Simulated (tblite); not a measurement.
Geometry relaxation of C4H7OSi

The run: geometry relaxation of C4H7OSi, multiplicity 2, SMILES C#C[Si](O)CC. Method and program: GFN2-xTB geometry optimisation, gas phase (tblite 0.8.0).

It belongs to a series of runs on one base structure; here: H removed from Si.

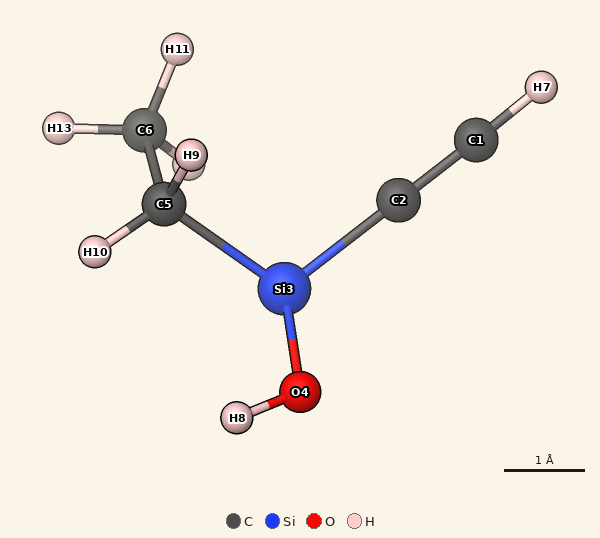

Figure 1. The structure as given in the input (ball-and-stick view, seen at a tilt; atoms are numbered from 1 in the order of the input). Bond lengths as drawn: C–C 1.23 to 1.49 Å, C–H 1.05 to 1.13 Å, C–Si 1.81 to 1.89 Å, H–O 0.96 Å and O–Si 1.70 Å.

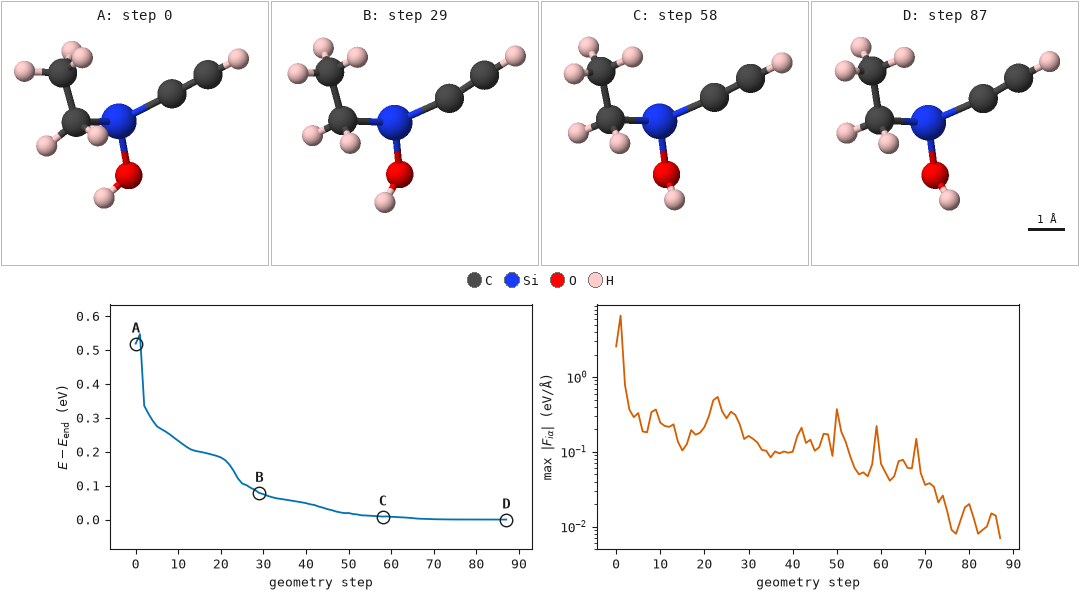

Figure 2. Frames of the relaxation (ball-and-stick view, seen at a tilt) above the curves, on which the letters mark them (steps are counted from 0).

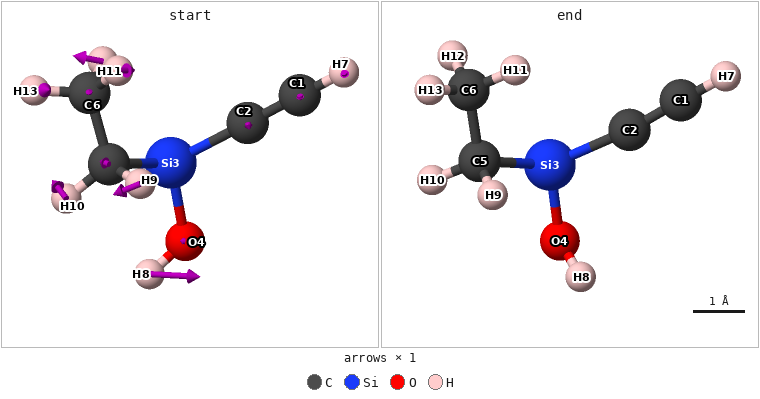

Figure 3. Before (left) and after (right) the relaxation, at one scale (ball-and-stick view, seen at a tilt). The pink arrows give the displacements, at true length. The atom that moves furthest after the best rigid fit is H8 (1.08 Å). Largest moves by element: H 1.08 Å, C 0.26 Å, O 0.10 Å, Si 0.05 Å. Among the contacts that change: Si3–O4 1.701 → 1.632 Å, C6–H12 1.131 → 1.088 Å, C5–C6 1.493 → 1.522 Å, C2–Si3 1.813 → 1.842 Å. Among the angles that change: C1–C2–Si3 179.3° → 171.2°, Si3–O4–H8 116.6° → 122.8°, Si3–C5–H9 103.5° → 108.7°. After 87 geometry steps the energy has fallen by 0.519 eV. Largest force component: 2.6 eV/Å at the start, 0.007 eV/Å at the end. (Atoms are counted from 1 in the order of the input.)

These pictures come from the run below.

The input:
```
{"job": {"kind": "relax", "xc": "GFN2-xTB", "basis": "xTB"}, "charge": 0, "multiplicity": 2}
C      1.859300    -1.997500    -1.300000
C      1.507600    -0.945700    -0.762500
Si     0.991400     0.591400     0.047800
O      1.792300     1.955400    -0.578000
C     -0.886500     0.706500    -0.139000
C     -1.504100    -0.384600     0.671100
H      2.133500    -2.889600    -1.784900
H      1.293300     2.778200    -0.594100
H     -1.057400     0.471200    -1.224100
H     -1.271000     1.707200     0.080400
H     -1.778000    -1.276400     0.073100
H     -0.718100    -0.731000     1.406500
H     -2.366600     0.015400     1.224900
```

The first line tells a small driver script what to run in tblite; the rest is the geometry in Å.

Run as:
```bash
OMP_NUM_THREADS=1 python <driver script> task.json out
```

Output:
```
step      E/eV     max force
  0    -484.56906    3.180
  1    -484.54117    7.762
  2    -484.75250    0.911
  3    -484.77585    0.453
  4    -484.79662    0.354
  5    -484.81320    0.398
  6    -484.82098    0.251
  7    -484.82829    0.235
  8    -484.83677    0.366
  9    -484.84656    0.384
 10    -484.85584    0.255
 11    -484.86516    0.261
 12    -484.87412    0.248
 13    -484.88135    0.274
 14    -484.88546    0.161
 15    -484.88781    0.125
 16    -484.89031    0.149
 17    -484.89341    0.218
 18    -484.89667    0.181
 19    -484.90013    0.203
 20    -484.90476    0.225
 21    -484.91257    0.376
 22    -484.92572    0.597
 23    -484.94448    0.657
 24    -484.96675    0.416
 25    -484.98154    0.285
 26    -484.98646    0.346
 27    -484.99443    0.404
 28    -485.00063    0.235
 29    -485.00943    0.173
 30    -485.01304    0.200
 31    -485.01812    0.177
 32    -485.02194    0.134
 33    -485.02504    0.107
 34    -485.02701    0.120
 35    -485.02891    0.114
 36    -485.03091    0.101
 37    -485.03303    0.105
 38    -485.03506    0.109
 39    -485.03716    0.117
 40    -485.03958    0.112
 41    -485.04292    0.203
 42    -485.04512    0.298
 43    -485.04978    0.160
 44    -485.05295    0.172
 45    -485.05720    0.117
 46    -485.06005    0.153
 47    -485.06402    0.232
 48    -485.06673    0.259
 49    -485.06888    0.094
 50    -485.06858    0.485
 51    -485.07156    0.200
 52    -485.07284    0.144
 53    -485.07534    0.130
 54    -485.07590    0.081
 55    -485.07661    0.058
 56    -485.07735    0.063
 57    -485.07833    0.059
 58    -485.07906    0.083
 59    -485.07860    0.238
 60    -485.07987    0.082
 61    -485.08021    0.066
 62    -485.08127    0.050
 63    -485.08163    0.054
 64    -485.08266    0.085
 65    -485.08355    0.090
 66    -485.08495    0.080
 67    -485.08559    0.064
 68    -485.08593    0.150
 69    -485.08639    0.054
 70    -485.08684    0.045
 71    -485.08713    0.042
 72    -485.08725    0.037
 73    -485.08746    0.028
 74    -485.08760    0.028
 75    -485.08768    0.019
 76    -485.08771    0.012
 77    -485.08772    0.011
 78    -485.08774    0.012
 79    -485.08776    0.019
 80    -485.08780    0.022
 81    -485.08783    0.014
 82    -485.08784    0.010
 83    -485.08785    0.011
 84    -485.08786    0.012
 85    -485.08787    0.017
 86    -485.08789    0.016
 87    -485.08791    0.009
```

Trajectory as extended XYZ (Å, eV, eV/Å), 8 of the 88 frames kept, from step=0 to step=87:
```
13
Properties=species:S:1:pos:R:3:forces:R:3 step=0 energy=-484.56906
C     1.8593   -1.9975   -1.3000   -0.7160   2.1680   1.1400
C     1.5076   -0.9457   -0.7625    1.0050  -2.5680  -1.5840
Si    0.9914    0.5914    0.0478    0.8370   1.6190  -0.1000
O     1.7923    1.9554   -0.5780   -0.7590  -0.6720   0.3830
C    -0.8865    0.7065   -0.1390    0.6030   0.2510  -1.7060
C    -1.5041   -0.3846    0.6711    0.0790  -0.9890   1.4070
H     2.1335   -2.8896   -1.7849    0.0190  -0.0040   0.0750
H     1.2933    2.7782   -0.5941    0.2620  -0.3260  -0.0540
H    -1.0574    0.4712   -1.2241   -0.1970   0.6130   0.6850
H    -1.2710    1.7072    0.0804   -0.1070  -0.2870  -0.0710
H    -1.7780   -1.2764    0.0731   -0.0090   0.6900   0.3740
H    -0.7181   -0.7310    1.4065   -1.1990   0.0720  -0.3710
H    -2.3666    0.0154    1.2249    0.1820  -0.5660  -0.1770
13
Properties=species:S:1:pos:R:3:forces:R:3 step=12 energy=-484.87412
C     1.8911   -1.9760   -1.2994    0.0890  -0.1880  -0.1070
C     1.6312   -0.8727   -0.8904   -0.0800   0.0820   0.0220
Si    1.0461    0.6267    0.0022    0.0190  -0.1660   0.0060
O     1.8117    1.9484   -0.5999   -0.0770  -0.0420   0.0030
C    -0.8606    0.6749   -0.1296    0.1590   0.1080  -0.1560
C    -1.5373   -0.4164    0.7108    0.0350   0.0930   0.0250
H     2.1356   -2.9087   -1.7293    0.0110   0.1170   0.0770
H     1.3576    2.7818   -0.6711    0.0130   0.0810  -0.0650
H    -1.1252    0.5498   -1.1898   -0.0280  -0.0200   0.2150
H    -1.2281    1.6697    0.1420   -0.0170  -0.1250   0.1390
H    -1.8100   -1.2619    0.0799    0.0270   0.0700   0.1200
H    -0.8822   -0.7867    1.5043   -0.0860   0.0760  -0.1690
H    -2.4342   -0.0286    1.1914   -0.0670  -0.0870  -0.1090
13
Properties=species:S:1:pos:R:3:forces:R:3 step=25 energy=-484.98154
C     2.0435   -2.0282   -1.3706   -0.0940  -0.0250   0.0710
C     1.5263   -0.9849   -1.0421    0.1290   0.0140  -0.1040
Si    1.0352    0.5234   -0.1291    0.0150   0.0660   0.2060
O     1.7541    1.9119   -0.6016    0.0900   0.0660  -0.0310
C    -0.8444    0.7326    0.0118   -0.1520   0.1230  -0.0550
C    -1.5951   -0.4041    0.6959   -0.0840   0.0660   0.0970
H     2.4102   -2.9592   -1.6934    0.0280   0.0160  -0.0720
H     1.3499    2.7159   -0.9333   -0.0510  -0.2800  -0.0140
H    -1.2430    0.8691   -1.0002   -0.0850  -0.0050   0.0450
H    -1.0558    1.6603    0.5516    0.0030   0.0050  -0.0020
H    -1.6045   -1.3027    0.0742    0.1220   0.1400   0.2080
H    -1.1504   -0.6238    1.6687    0.0320  -0.1220  -0.2020
H    -2.6303   -0.1099    0.8890    0.0470  -0.0650  -0.1460
13
Properties=species:S:1:pos:R:3:forces:R:3 step=37 energy=-485.03303
C     2.0436   -2.0288   -1.3679    0.0020  -0.0100  -0.0200
C     1.5435   -0.9765   -1.0445   -0.0260  -0.0080   0.0790
Si    1.0169    0.4948   -0.0792    0.0020   0.0620  -0.0390
O     1.7661    1.8566   -0.5851   -0.0160   0.0920   0.0020
C    -0.8613    0.7834    0.0466    0.0410  -0.0100   0.0520
C    -1.5935   -0.3840    0.6901   -0.0370   0.0000  -0.0270
H     2.4482   -2.9286   -1.7343   -0.0270   0.0180  -0.0320
H     1.3031    2.5588   -1.0425    0.0570  -0.0690  -0.0380
H    -1.2886    0.9618   -0.9453    0.0570   0.0080  -0.0290
H    -1.0443    1.6887    0.6319   -0.0210   0.0000  -0.0020
H    -1.4807   -1.2804    0.0828    0.0440  -0.0060   0.0950
H    -1.2014   -0.5753    1.6864    0.0040  -0.0810  -0.0330
H    -2.6559   -0.1701    0.7820   -0.0800   0.0040  -0.0080
13
Properties=species:S:1:pos:R:3:forces:R:3 step=50 energy=-485.06858
C     1.9929   -1.9692   -1.3726   -0.0710   0.2640   0.0810
C     1.5583   -0.9337   -0.9214    0.0680  -0.2480  -0.1210
Si    1.0465    0.5613    0.0260   -0.0430   0.0100  -0.0050
O     1.7488    1.9249   -0.5373   -0.1940   0.1820  -0.3650
C    -0.8462    0.7847    0.1129   -0.0970   0.0220  -0.0150
C    -1.6014   -0.4096    0.6830   -0.0020   0.0060   0.0790
H     2.3606   -2.8443   -1.8307   -0.0490   0.0420   0.0540
H     1.4206    2.3768   -1.3296    0.2080  -0.2310   0.3720
H    -1.2196    0.9725   -0.9021    0.0410   0.0180   0.0450
H    -1.0819    1.6809    0.6989    0.0120  -0.1210  -0.0520
H    -1.3951   -1.3104    0.1091    0.0140   0.0310  -0.0360
H    -1.3090   -0.5995    1.7134    0.0410   0.0190   0.0090
H    -2.6787   -0.2340    0.6714    0.0730   0.0060  -0.0450
13
Properties=species:S:1:pos:R:3:forces:R:3 step=62 energy=-485.08127
C     1.9646   -1.9186   -1.3768   -0.0140  -0.0250   0.0060
C     1.5355   -0.8994   -0.8949   -0.0080   0.0210   0.0150
Si    1.0377    0.5940    0.0635   -0.0410   0.0090  -0.0280
O     1.7234    1.9490   -0.5367    0.0130   0.0000   0.0020
C    -0.8573    0.7893    0.1380   -0.0010   0.0150  -0.0190
C    -1.5910   -0.4281    0.6812    0.0140   0.0160  -0.0030
H     2.3057   -2.8000   -1.8390    0.0040  -0.0010   0.0000
H     1.5402    2.2582   -1.4248    0.0320   0.0080   0.0090
H    -1.2134    0.9942   -0.8768   -0.0150  -0.0210  -0.0330
H    -1.1167    1.6688    0.7308   -0.0070  -0.0200   0.0360
H    -1.3324   -1.3214    0.1169    0.0240   0.0140  -0.0170
H    -1.3323   -0.6004    1.7228    0.0190  -0.0090   0.0200
H    -2.6684   -0.2851    0.6168   -0.0190  -0.0070   0.0130
13
Properties=species:S:1:pos:R:3:forces:R:3 step=75 energy=-485.08768
C     1.9140   -1.9010   -1.3597   -0.0070   0.0080   0.0050
C     1.5064   -0.8666   -0.8908    0.0080  -0.0080  -0.0060
Si    1.0067    0.6335    0.0544    0.0080  -0.0090  -0.0040
O     1.7335    1.9794   -0.5145   -0.0110   0.0010   0.0160
C    -0.8905    0.7969    0.1206   -0.0080  -0.0070   0.0050
C    -1.5686   -0.4467    0.6791   -0.0030  -0.0030  -0.0050
H     2.2480   -2.7895   -1.8138   -0.0040  -0.0020   0.0060
H     1.7015    2.2375   -1.4358   -0.0030   0.0030  -0.0110
H    -1.2624    0.9774   -0.8931    0.0000   0.0080  -0.0070
H    -1.1761    1.6665    0.7150    0.0000   0.0000   0.0050
H    -1.2957   -1.3241    0.0961   -0.0010   0.0060   0.0040
H    -1.2681   -0.6204    1.7100    0.0060   0.0020  -0.0050
H    -2.6529   -0.3424    0.6536    0.0140   0.0020  -0.0040
13
Properties=species:S:1:pos:R:3:forces:R:3 step=87 energy=-485.08791
C     1.9100   -1.9037   -1.3568   -0.0050   0.0050   0.0060
C     1.5111   -0.8621   -0.8964    0.0020  -0.0070  -0.0010
Si    1.0075    0.6349    0.0513    0.0010  -0.0020   0.0010
O     1.7256    1.9887   -0.5095   -0.0010  -0.0030  -0.0050
C    -0.8899    0.7956    0.1182   -0.0010   0.0000   0.0050
C    -1.5659   -0.4488    0.6764   -0.0020  -0.0010  -0.0050
H     2.2382   -2.7978   -1.8040   -0.0010   0.0000   0.0010
H     1.7033    2.2426   -1.4325   -0.0010   0.0050   0.0000
H    -1.2627    0.9797   -0.8946   -0.0010   0.0000  -0.0020
H    -1.1751    1.6632    0.7158    0.0020   0.0030   0.0020
H    -1.2972   -1.3255    0.0909    0.0030   0.0050   0.0000
H    -1.2595   -0.6237    1.7054    0.0010  -0.0040  -0.0010
H    -2.6499   -0.3426    0.6567    0.0030  -0.0030  -0.0020
```

Summary:

```json
{"quantity": "outcome", "value": "converged"}
{"quantity": "total energy", "value": "−485.0879 eV"}
{"quantity": "hardware", "value": "1 CPU thread, shared host"}
{"quantity": "peak memory", "value": "0.18 GiB"}
```
